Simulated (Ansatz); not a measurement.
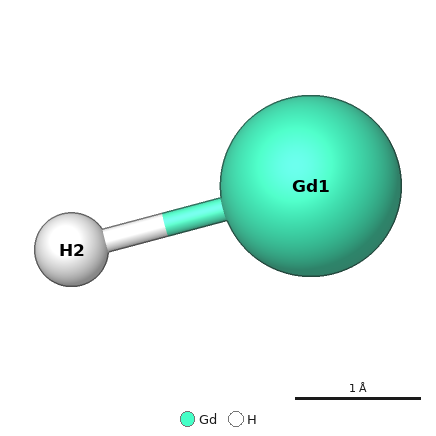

Source: calculation with Ansatz.

The atoms are numbered. State: neutral, octet. Geometry: a fixed input geometry, not necessarily a minimum. Other spin states may lie lower.

List the bonds and their lengths.

| bond | length (Å) |
| --- | --- |
| Gd1–H2 | 1.984 |
